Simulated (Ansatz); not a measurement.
## A hypothetical structure for LiCu3S3

This structure for LiCu3S3 is made up. Its elements were placed in a known structure type with a cell scaled to their sizes. What cell does the guess relax to, and how far off was it?

Main program and level: Ansatz 0.2.0; DFT, PBE, plane-wave PAW, files of the set soft_1, scalar-relativistic, ferromagnetic start, cell and ions relaxed at zero pressure; PAW set soft_1, in the first sound run; inputs show where later runs differ.

**1. Set-up**

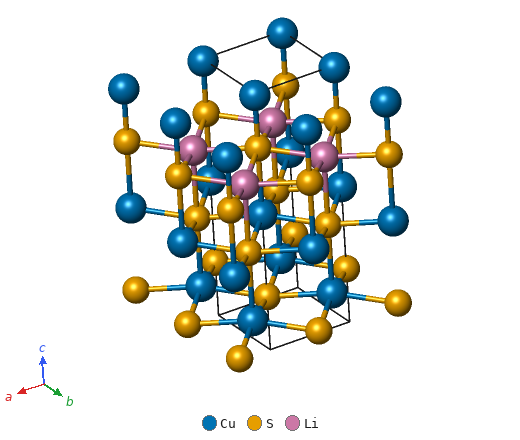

The cell as given, from a free direction (copper blue, sulfur orange, lithium pink). 2×2×1 cells are drawn. Some periodic images of atoms are drawn too.

**2. Relaxing cell and atoms**

The guess takes its coordinates from another compound and its volume from a rule, so the cell and any free coordinates are relaxed together.

Input file input.yaml:

```yaml
crystal:
  lattice:
    - [3.401, 0.0, 0.0]
    - [0.0, 3.401, 0.0]
    - [0.0, 0.0, 10.392]
  atoms:
    - { symbol: Cu, position: [0.0, 0.0, 0.5273], spin: 0.6 }
    - { symbol: Cu, position: [0.5, 0.5, 0.2345], spin: 0.6 }
    - { symbol: Cu, position: [0.0, 0.0, 0.9916], spin: 0.6 }
    - { symbol: S, position: [0.5, 0.5, 0.5009] }
    - { symbol: S, position: [0.0, 0.0, 0.2072] }
    - { symbol: S, position: [0.0, 0.0, 0.7872] }
    - { symbol: Li, position: [0.5, 0.5, 0.7642] }
magnetization:
  spin_polarized: true
kpoints:
  mp_grid: { grid: [8, 8, 3] }
scf:
  occupations: { method: fermi_dirac, width: 0.05 }
hamiltonian:
  xc: pbe
  pseudopotentials: { kind: paw, azcp: { folder: soft_1 } }
relax:
  f_tol: 0.015
  max_steps: 70
  cell: {}
output:
  forces: true
  stress: true
```

On the command line:

```
> ansatz run input.yaml --threads 4 --pin off --max-ram 10240MiB --backend cpu --events-out ev --progress --plain --runs-dir out
```

Numbers of over 12 decimals in the logs are rounded to 6 here.

The program printed:

```text
Engine: ansatz 0.2.0, aarch64-unknown-linux-gnu
Pseudopotentials: kind: paw
Pseudopotential: Cu, paw, valence charge 19, recommended cutoff 420 eV (normal), soft_1/Cu.paw.azcp
Pseudopotential: S, paw, valence charge 6, recommended cutoff 420 eV (normal), soft_1/S.paw.azcp
Pseudopotential: Li, paw, valence charge 3, recommended cutoff 420 eV (normal), soft_1/Li.paw.azcp
Functional definition: PBE
  parameter kappa = 0.804
  parameter beta = 0.066725
  exchange = pbe_x(kappa = kappa, mu = beta*pi^2/3)
  correlation = pbe_c(beta = beta)
Crystal: 7 atoms, lattice volume = 120.202 Å³
Basis set: ecut = 420 eV, 2343 PW (Γ), exchange–correlation on 48×48×144 points (8 copies of the dense FFT grid, shifted against one another)
Bands: 48, of which v1, the nominal top of the filled ones, is band 39 counted from 1 (38 counted from 0)
Symmetry: 8 space group operations
Space group: P4mm (ITA 99), of the structure as read, at distance tolerance 4.9e-5 Å
Magnetic group: BNS 99.163 (UNI 823), of the structure as read, at distance tolerance 4.9e-5 Å
k-points: 30 of 192 (time reversal used)
Non-local potential: Cu, projectors of the file, l = 0: 3, l = 1: 2, l = 2: 3, l = 3: 1
Non-local potential: S, projectors of the file, l = 0: 2, l = 1: 2, l = 2: 1
Non-local potential: Li, projectors of the file, l = 0: 3, l = 1: 2, l = 2: 1
PAW form: soft (Blöchl's): semilocal exchange-correlation on the pseudo side does not see the compensation charge
PAW one-centre angular grid: Cu, 590 points (default); XC on 64 Gauss nodes
PAW one-centre angular grid: S, 110 points (default); XC on 64 Gauss nodes
PAW one-centre angular grid: Li, 110 points (default); XC on 96 Gauss nodes
Initial density: superposition of atomic densities (chi_scale 0.1, normalization cell, long waves kept (reshape's long-wave potential 0.52 eV rms))
Starting moments: Σ|m| = 1.8 μB on 3 of 7 sites
Initial wavefunctions: pseudopotential atomic-orbital guess
Functional: x = pbe(κ = 0.804, μ = 0.219515), c = pbe(β = 0.066725)
SCF iter   1: F=—  HF=-22790.132018 eV  |F-HF|=—  |Δ(HF+E_count)|=         —  Δρ=5.88e-2 (↑5.88e-2 ↓3.51e-2)  dr2=1.43e1  dr2_m=1.33e0  M=0.492 μB ∫|m|=0.604 μB  β_m=0.30  ethr=3.10e-3  ⟨swp⟩=7.4  Hψ=12301  notcnv=0  defer=4
preconditioner: auto → Kerker (q_TF=auto, 2.539 Å⁻¹)  [metal: Δε(μ)=0.011 eV  Ē_g=8.126 eV  σ=0.050 eV  W_gap=0.05  n_scr=28 (ndim 8)  ℏωp=24.4 eV  f_vac=0.012  D(μ)=2.65/eV (n_scr^D=18)]
spin=Collinear: Kerker preconditioning applied to the charge; magnetization (m = ρ↑ − ρ↓) channel mixes plain (no charge-response kernel on spin).
SCF iter   2: F=—  HF=-22789.578872 eV  |F-HF|=—  |Δ(HF+E_count)|=   5.53e-1  Δρ=3.26e-2 (↑3.21e-2 ↓3.26e-2)  dr2=8.25e0  dr2_m=8.82e-1  M=0.404 μB ∫|m|=0.479 μB  β_m=0.30  ethr=3.10e-3  ⟨swp⟩=2.0  Hψ=4764  notcnv=0  defer=119
SCF iter   3: F=—  HF=-22789.152561 eV  |F-HF|=—  |Δ(HF+E_count)|=   4.26e-1  Δρ=3.06e-2 (↑3.06e-2 ↓1.76e-2)  dr2=7.07e0  dr2_m=4.28e-1  M=0.431 μB ∫|m|=0.484 μB  β_m=0.30  ethr=3.10e-3  ⟨swp⟩=2.3  Hψ=3952  notcnv=0  defer=133
SCF iter   4: F=—  HF=-22788.457961 eV  |F-HF|=—  |Δ(HF+E_count)|=   6.95e-1  Δρ=4.10e-2 (↑2.59e-2 ↓4.10e-2)  dr2=4.90e0  dr2_m=4.43e-1  M=0.175 μB ∫|m|=0.245 μB  β_m=0.30  ethr=3.10e-3  ⟨swp⟩=3.8  Hψ=7069  notcnv=0  defer=158
SCF iter   5: F=—  HF=-22788.588254 eV  |F-HF|=—  |Δ(HF+E_count)|=   1.30e-1  Δρ=1.62e-2 (↑1.62e-2 ↓1.37e-2)  dr2=3.91e0  dr2_m=1.47e-1  M=0.325 μB ∫|m|=0.354 μB  β_m=0.30  ethr=3.10e-3  ⟨swp⟩=3.5  Hψ=5052  notcnv=0  defer=115
SCF iter   6: F=—  HF=-22788.446321 eV  |F-HF|=—  |Δ(HF+E_count)|=   1.42e-1  Δρ=1.53e-2 (↑1.53e-2 ↓1.37e-2)  dr2=2.89e0  dr2_m=1.02e-1  M=0.265 μB ∫|m|=0.290 μB  β_m=0.30  ethr=3.10e-3  ⟨swp⟩=1.9  Hψ=3326  notcnv=0  defer=117
SCF iter   7: F=—  HF=-22788.313900 eV  |F-HF|=—  |Δ(HF+E_count)|=   1.32e-1  Δρ=1.12e-2 (↑9.18e-3 ↓1.12e-2)  dr2=8.88e-1  dr2_m=7.53e-2  M=0.200 μB ∫|m|=0.225 μB  β_m=0.30  ethr=3.10e-3  ⟨swp⟩=1.1  Hψ=3095  notcnv=0  defer=117
SCF iter   8: F=—  HF=-22788.271887 eV  |F-HF|=—  |Δ(HF+E_count)|=   4.20e-2  Δρ=8.74e-3 (↑8.43e-3 ↓8.74e-3)  dr2=4.55e-1  dr2_m=5.14e-2  M=0.153 μB ∫|m|=0.178 μB  β_m=0.30  ethr=1.14e-3  ⟨swp⟩=1.3  Hψ=2976  notcnv=0  defer=140
SCF iter   9: F=—  HF=-22788.250566 eV  |F-HF|=—  |Δ(HF+E_count)|=   2.13e-2  Δρ=1.27e-2 (↑1.27e-2 ↓4.06e-3)  dr2=2.35e-1  dr2_m=3.11e-2  M=0.128 μB ∫|m|=0.151 μB  β_m=0.30  ethr=5.83e-4  ⟨swp⟩=2.8  Hψ=4212  notcnv=0  defer=153
SCF iter  10: F=—  HF=-22788.249819 eV  |F-HF|=—  |Δ(HF+E_count)|=   7.47e-4  Δρ=7.51e-3 (↑7.51e-3 ↓2.62e-3)  dr2=2.68e-2  dr2_m=2.44e-2  M=0.089 μB ∫|m|=0.112 μB  β_m=0.30  ethr=3.02e-4  ⟨swp⟩=2.0  Hψ=3617  notcnv=0  defer=168
SCF iter  11: F=—  HF=-22788.259508 eV  |F-HF|=—  |Δ(HF+E_count)|=   9.69e-3  Δρ=4.49e-3 (↑4.49e-3 ↓3.22e-3)  dr2=1.03e-1  dr2_m=1.35e-2  M=0.085 μB ∫|m|=0.102 μB  β_m=0.30  ethr=3.44e-5  ⟨swp⟩=2.0  Hψ=4469  notcnv=0  defer=169
SCF iter  12: F=—  HF=-22788.254161 eV  |F-HF|=—  |Δ(HF+E_count)|=   5.35e-3  Δρ=3.30e-3 (↑3.30e-3 ↓2.82e-3)  dr2=2.79e-3  dr2_m=9.97e-3  M=0.062 μB ∫|m|=0.078 μB  β_m=0.30  ethr=3.44e-5  ⟨swp⟩=1.9  Hψ=3303  notcnv=0  defer=169
Mixer restart at iter 12: flushing history
spin-set hold released at iteration 12 (site moments contracting): the magnetisation degrees of freedom join the quasi-Newton model from the next iteration; the mixer history was flushed
SCF iter  13: F=—  HF=-22788.254915 eV  |F-HF|=—  |Δ(HF+E_count)|=   7.53e-4  Δρ=2.63e-3 (↑2.28e-3 ↓2.63e-3)  dr2=8.04e-4  dr2_m=6.46e-3  M=0.051 μB ∫|m|=0.065 μB  β_m=0.65  ethr=3.58e-6  ⟨swp⟩=1.4  Hψ=3312  notcnv=0  defer=168
SCF iter  14: F=—  HF=-22788.258746 eV  |F-HF|=—  |Δ(HF+E_count)|=   3.83e-3  Δρ=2.20e-3 (↑2.20e-3 ↓1.61e-3)  dr2=1.45e-2  dr2_m=3.19e-4  M=0.017 μB ∫|m|=0.022 μB  β_m=0.51  ethr=1.03e-6  ⟨swp⟩=2.1  Hψ=5112  notcnv=0  defer=168
SCF iter  15: F=—  HF=-22788.256887 eV  |F-HF|=—  |Δ(HF+E_count)|=   1.86e-3  Δρ=7.46e-4 (↑7.46e-4 ↓6.13e-4)  dr2=1.68e-3  dr2_m=3.35e-5  M=0.007 μB ∫|m|=0.010 μB  β_m=0.51  ethr=1.03e-6  ⟨swp⟩=2.3  Hψ=5349  notcnv=0  defer=163
SCF iter  16: F=—  HF=-22788.256813 eV  |F-HF|=—  |Δ(HF+E_count)|=   7.32e-5  Δρ=5.14e-4 (↑3.62e-4 ↓5.14e-4)  dr2=6.49e-4  dr2_m=1.94e-5  M=0.005 μB ∫|m|=0.007 μB  β_m=0.45  ethr=1.03e-6  ⟨swp⟩=2.0  Hψ=3948  notcnv=0  defer=163
SCF iter  17: F=—  HF=-22788.256746 eV  |F-HF|=—  |Δ(HF+E_count)|=   6.71e-5  Δρ=1.92e-4 (↑1.92e-4 ↓1.20e-4)  dr2=1.00e-4  dr2_m=1.16e-5  M=0.004 μB ∫|m|=0.006 μB  β_m=0.72  ethr=8.31e-7  ⟨swp⟩=2.0  Hψ=3491  notcnv=0  defer=163
[...]
relax step   7: F+E_penalty+E_count = -22788.43417705 eV  Δ(F+E_penalty+E_count) = -1.972e-4 eV  max|allowed force component| = 2.542e-2 eV/Å  Δτ_max = 0.0140 Å  P = +0.011 GPa  Ω = 114.519 Å³  energy of the carried Pulay correction = +2.136e-3 eV  (14 SCF iters, dr2 threshold 1.53e-8 eV, accepted)
[...]
relax step   8: F+E_penalty+E_count = -22788.43424534 eV  Δ(F+E_penalty+E_count) = -6.829e-5 eV  max|allowed force component| = 1.475e-3 eV/Å  Δτ_max = 0.0064 Å  P = +0.000 GPa  Ω = 114.573 Å³  energy of the carried Pulay correction = +2.116e-3 eV  (10 SCF iters, dr2 threshold 4.04e-8 eV, accepted)
Initial wavefunctions: pseudopotential atomic-orbital guess (no wavefunctions were taken with the density)
iter 1 solved again at ethr=6.59e-7 eV; its pass at ethr=3.10e-3 eV (dr2=5.14e-4 eV) is discarded
SCF iter   1: F=—  HF=-22788.432041 eV  |F-HF|=—  |Δ(HF+E_count)|=         —  Δρ=3.43e-5 (↑3.43e-5 ↓3.42e-5)  dr2=1.78e-6  dr2_m=1.77e-11  M=0.000 μB ∫|m|=0.000 μB  β_m=0.30  ethr=6.59e-7  ⟨swp⟩=3.8  Hψ=20506  notcnv=0
preconditioner: auto → Kerker (q_TF=auto, 2.559 Å⁻¹)  [metal: Δε(μ)=0.056 eV  Ē_g=8.771 eV  σ=0.050 eV  W_gap=0.27  n_scr=28 (ndim 8)  ℏωp=25.0 eV  f_vac=0.035  D(μ)=2.47/eV (n_scr^D=10)]
spin=Collinear: Kerker preconditioning applied to the charge; magnetization (m = ρ↑ − ρ↓) channel mixes plain (no charge-response kernel on spin).
SCF iter   2: F=—  HF=-22788.432044 eV  |F-HF|=—  |Δ(HF+E_count)|=   3.18e-6  Δρ=1.18e-4 (↑1.18e-4 ↓1.18e-4)  dr2=3.99e-5  dr2_m=8.67e-12  M=0.000 μB ∫|m|=0.000 μB  β_m=0.52  ethr=2.28e-9  ⟨swp⟩=3.1  Hψ=6306  notcnv=0
SCF iter   3: F=—  HF=-22788.432046 eV  |F-HF|=—  |Δ(HF+E_count)|=   1.68e-6  Δρ=3.02e-5 (↑3.02e-5 ↓3.02e-5)  dr2=2.77e-6  dr2_m=2.36e-12  M=0.000 μB ∫|m|=0.000 μB  β_m=0.76  ethr=2.28e-9  ⟨swp⟩=2.0  Hψ=5226  notcnv=0
SCF iter   4: F=—  HF=-22788.432045 eV  |F-HF|=—  |Δ(HF+E_count)|=   1.21e-6  Δρ=6.76e-5 (↑6.76e-5 ↓6.76e-5)  dr2=1.49e-5  dr2_m=1.01e-13  M=0.000 μB ∫|m|=0.000 μB  β_m=0.52  ethr=2.28e-9  ⟨swp⟩=2.0  Hψ=5228  notcnv=0
SCF iter   5: F=—  HF=-22788.432043 eV  |F-HF|=—  |Δ(HF+E_count)|=   1.87e-6  Δρ=1.20e-5 (↑1.20e-5 ↓1.20e-5)  dr2=3.27e-7  dr2_m=6.23e-14  M=0.000 μB ∫|m|=0.000 μB  β_m=0.66  ethr=2.28e-9  ⟨swp⟩=2.0  Hψ=5108  notcnv=0
SCF iter   6: F=—  HF=-22788.432043 eV  |F-HF|=—  |Δ(HF+E_count)|=   5.13e-7  Δρ=9.52e-6 (↑9.51e-6 ↓9.52e-6)  dr2=3.66e-7  dr2_m=5.94e-14  M=0.000 μB ∫|m|=0.000 μB  β_m=0.49  ethr=4.19e-10  ⟨swp⟩=2.0  Hψ=5162  notcnv=0
SCF iter   7: F=—  HF=-22788.432043 eV  |F-HF|=—  |Δ(HF+E_count)|=   2.42e-8  Δρ=2.72e-6 (↑2.72e-6 ↓2.71e-6)  dr2=3.02e-8  dr2_m=6.18e-14  M=0.000 μB ∫|m|=0.000 μB  β_m=0.53  ethr=4.19e-10  ⟨swp⟩=2.1  Hψ=3568  notcnv=0
SCF iter   8: F=—  HF=-22788.432043 eV  |F-HF|=—  |Δ(HF+E_count)|=   4.42e-9  Δρ=9.02e-7 (↑9.02e-7 ↓8.99e-7)  dr2=4.57e-9  dr2_m=2.09e-14  M=0.000 μB ∫|m|=0.000 μB  β_m=0.77  ethr=3.87e-11  ⟨swp⟩=2.8  Hψ=4437  notcnv=0
SCF iter   9: F=—  HF=-22788.432043 eV  |F-HF|=—  |Δ(HF+E_count)|=   1.64e-9  Δρ=6.51e-7 (↑6.51e-7 ↓6.50e-7)  dr2=3.27e-9  dr2_m=1.08e-15  M=0.000 μB ∫|m|=0.000 μB  β_m=0.75  ethr=5.86e-12  ⟨swp⟩=2.1  Hψ=4444  notcnv=0
SCF iter  10: F=—  HF=-22788.432043 eV  |F-HF|=—  |Δ(HF+E_count)|=  6.91e-11  Δρ=2.51e-7 (↑2.50e-7 ↓2.51e-7)  dr2=5.45e-10  dr2_m=7.92e-17  M=-0.000 μB ∫|m|=0.000 μB  β_m=0.71  ethr=4.19e-12  ⟨swp⟩=1.0  Hψ=2880  notcnv=0
SCF iter  11: F=—  HF=-22788.432043 eV  |F-HF|=—  |Δ(HF+E_count)|=  1.09e-11  Δρ=1.01e-7 (↑1.01e-7 ↓1.01e-7)  dr2=7.51e-11  dr2_m=7.14e-17  M=-0.000 μB ∫|m|=0.000 μB  β_m=0.85  ethr=1.00e-12  ⟨swp⟩=1.0  Hψ=2880  notcnv=0
SCF iter  12: F=-22788.432043 eV  HF=-22788.432043 eV  |F-HF|=4.37e-11  |Δ(HF+E_count)|=  7.28e-12  Δρ=9.17e-8 (↑9.17e-8 ↓9.17e-8)  dr2=4.56e-11  dr2_m=1.51e-17  M=-0.000 μB ∫|m|=0.000 μB  ethr=1.00e-12  ⟨swp⟩=4.0  Hψ=8103  notcnv=0
the starting moments were not kept: the SCF closed with an absolute magnetisation of 4.6e-9 μB, where they sum to 1.8 μB in size (3 sites). That is at most 0.1 of that sum. Measured as dr2_m measures the in/out step, that magnetisation stands 4.7e-18 eV from none, at or under the dr2_threshold of 7.0e-11 eV: it is no larger than a step whose dr2_m would equal this threshold.
SCF 9 converged in 12 iterations: F = -22788.432043 eV  dr2 = 4.56e-11
relax step   9: F+E_penalty+E_count = -22788.43204320 eV  Δ(F+E_penalty+E_count) = +2.202e-3 eV  max|allowed force component| = 1.413e-3 eV/Å  Δτ_max = 0.0000 Å  P = +0.005 GPa  Ω = 114.573 Å³  stress off target by 5.56e-3 GPa  SCF on the basis re-selected at this cell (its energy is not comparable with the rows above)  (12 SCF iters)
basis re-selected at this cell: Δ(F+E_penalty+E_count) = +2.202e-3 eV, ΔP = +0.005 GPa vs the last step (what re-selecting the basis moved, of the pressure what is left beyond the Pulay correction that the steps carried, after the strain that the cell walked since its last selection, with what the two solves' SCF thresholds leave and, on support functions, any second-order correction that the steps lacked; it is no m [...]
SCF converged after 12 iterations
Magnetization: -0.0000 μB (39.0000 up, 39.0000 down)
Absolute magnetization: 0.0000 μB (∫|ρ↑−ρ↓|, with the PAW one-centre terms)
Spin contamination: 0.0000 ħ² per cell (⟨S²⟩ above its minimum at these occupations)
Per-site moments (μB) at R_I (Å): [(-8.348542084887846e-10, 0.996780), (3.354639560545369e-10, 0.999228), (-3.171652418185373e-10, 0.880835), (-7.746386999009811e-10, 0.996780), (4.0573022201202275e-10, 0.883252), (4.731535040835291e-10, 0.880835), (-2.1593821233446423e-11, 0.994009)]
Free energy (F): -22788.432043 eV
Harris-Foulkes:  -22788.432043 eV  (|F-HF|=4.37e-11)
Internal energy: -22788.410192 eV  (E = F + TS)
E sigma→0 (E₀):  -22788.421118 eV
Entropy (-TS):   -0.021851 eV (-3.122 meV/atom)
Fermi energy:    7.809010 eV
--- Per-component energies (eV) ---
  E_band       = -1585.714095
  E_kinetic    = 1112.436054
  E_local      = -19095.742358  (includes V_loc(G=0)·N_el)
  E_nonlocal   = 2769.407108
  E_hartree    = 8217.517299
  E_xc         = -478.644713
  E_vxc        = -521.583942  (∫ρ·V_xc dr)
  E_paw        = -7303.111070  (= ΣΔE_a)
  E_vpaw       = -2285.269189  (= ΣTr[D̂ρ^β])
  E_aug_tail   = 0.003376  (compensation charges beyond the density's cutoff)
  E_ewald      = -8010.275888
  E_smearing   = -0.021851  (= −TS)
  E_closure    = -0.000000  (closes the sum)
  Σ components = -22788.432043   (vs F -22788.432043, Δ=0.00e0)
--- Forces (eV/Å), atoms counted from 1 ---
  atom   1  Cu     0.00000000    -0.00000000    -0.00141247
  atom   2  Cu    -0.00000000    -0.00000000     0.00090159
  atom   3  Cu    -0.00000000    -0.00000000    -0.00041793
  atom   4  S      0.00000000     0.00000000    -0.00021461
  atom   5  S      0.00000000     0.00000000     0.00008429
  atom   6  S     -0.00000000    -0.00000000     0.00041627
  atom   7  Li     0.00000000     0.00000000     0.00064758
  max |Σ_I F_I| component: 4.73e-6 eV/Å
--- Stress (GPa, compression-positive) ---
        0.005558      -0.000000      -0.000000
       -0.000000       0.005558       0.000000
       -0.000000       0.000000       0.003788
  P = ⅓ Tr σ = 0.0050 GPa (0.050 kbar)
--- Relaxed structure (8 steps of the walk, 8 accepted, 1 SCFs on fresh bases) ---
  F+E_penalty+E_count = -22788.43204320 eV   max|allowed force component| = 1.413e-3 eV/Å   (the final SCF, on the basis selected at the relaxed cell)
  cell:  # Å, volume = 114.5733 Å³
    - [3.343592, 0, 0]
    - [0, 3.343592, 0.0]
    - [0, 0.0, 10.248413]
  atoms:
    - { symbol: Cu, position: [0, 0, 0.541278] }
    - { symbol: Cu, position: [0.5, 0.5, 0.254770] }
    - { symbol: Cu, position: [0, 0, 0.994384] }
    - { symbol: S, position: [0.5, 0.5, 0.492553] }
    - { symbol: S, position: [0, 0, 0.203315] }
    - { symbol: S, position: [0, 0, 0.786024] }
    - { symbol: Li, position: [0.5, 0.5, 0.740576] }
```

Run time: 86 s. Hardware: 4 threads of Arm Neoverse V2, shared host; peak memory 0.54 GiB.

Relaxation path:

```
step  energy less that of the first step (eV)  largest force component (eV/Å)  pressure (GPa)  volume (Å³)
   1                                   0.0000                          0.7218           -2.70       120.20
   2                                  -0.1059                          0.5654           -1.09       116.78
   3                                  -0.1644                          0.2525            0.85       113.60
   4                                  -0.1739                          0.0892            0.08       114.76
   5                                  -0.1761                          0.0424           -0.04       114.75
   6                                  -0.1773                          0.0156           -0.01       114.62
   7                                  -0.1775                          0.0254            0.01       114.52
   8                                  -0.1775                          0.0015            0.00       114.57
  9*                                  -0.1753                          0.0014            0.00       114.57
```

Relaxation steps marked * repeat the geometry before them on a plane-wave basis chosen anew for their cell, so energy and pressure can jump there.

Forces are held to the 8 operations that the run works with; a distortion that breaks them can't arise in this run.

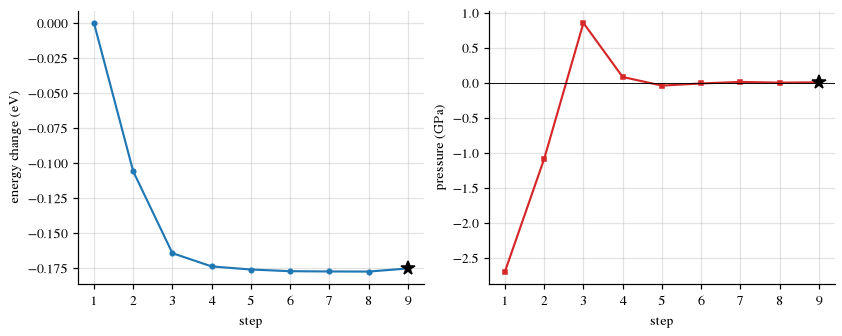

Energy and pressure along the relaxation. Stars mark steps on a basis chosen anew.

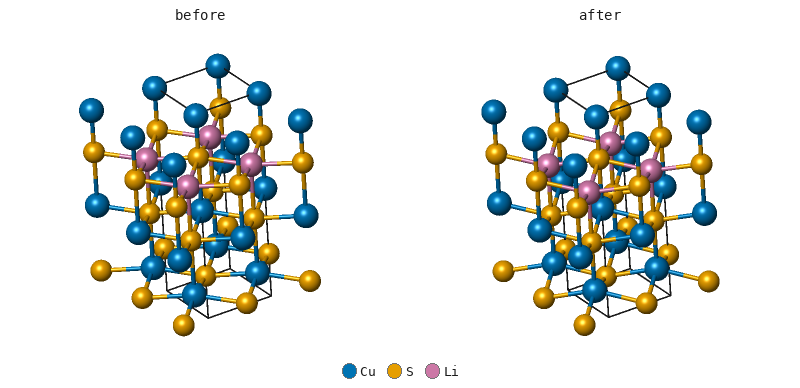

The structure before and after the relaxation, drawn at the same scale.

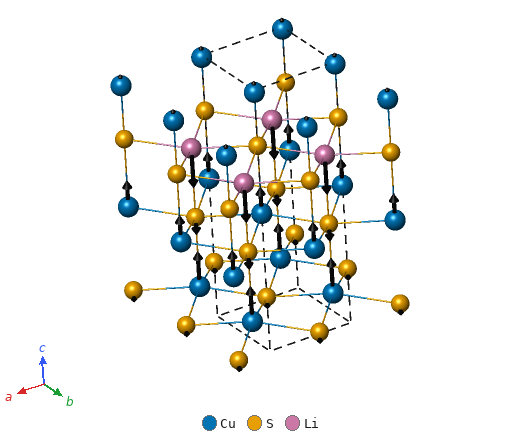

Displacements in the relaxation, exaggerated, measured against the changing cell; the longest in the cell stands for 0.24 Å. 2×2×1 cells are drawn. Some periodic images of atoms are drawn too.

```
conventional cell, symmetrised  before   after  change
                         a (Å)   3.401   3.344  -1.7 %
                         b (Å)   3.401   3.344  -1.7 %
                         c (Å)  10.392  10.248  -1.4 %
              volume (Å³/atom)   17.17   16.37  -4.7 %
```

The atoms that moved most (Å, as changes of fractional coordinates times the final cell):

```
atom     dx     dy      dz  length
 Li7  0.000  0.000  -0.242   0.242
 Cu2  0.000  0.000   0.208   0.208
 Cu1  0.000  0.000   0.143   0.143
  S4  0.000  0.000  -0.086   0.086
  S5  0.000  0.000  -0.040   0.040
 Cu3  0.000  0.000   0.029   0.029
  S6  0.000  0.000  -0.012   0.012
```

This step gave:

* free energy: -22788.4320 eV
* energy at zero smearing: -22788.4211 eV
* smearing term TS: 0.02185 eV
* Fermi energy: 7.809 eV
* electrons: 78
* symmetry operations: 8
* pressure: 0.004968 GPa

Shortest distances by pair of elements, guess and relaxed (not always the same contact):

```
 pair  guess (Å)  relaxed (Å)
 Cu–S      2.124        2.135
 Li–S      2.417        2.410
Cu–Li      3.372        3.124
Cu–Cu      3.401        3.344
  S–S      3.401        3.344
```

The relaxation ends with a largest force component of 0.0014 eV/Å and a pressure of 0.00 GPa. No moment survives the cycle: this start ends non-magnetic.

(Part 1 of 2 ends here.)

[Logs are printed without paths, hosts, clocks, repeated set-up lines and the standing remarks that a program may print on its own settings, such as how far it seeks lower states.]

[Hosts, paths, dates, database ids (printed as entryN), source tags and the programs' standing remarks are cut or masked in the printed files.]
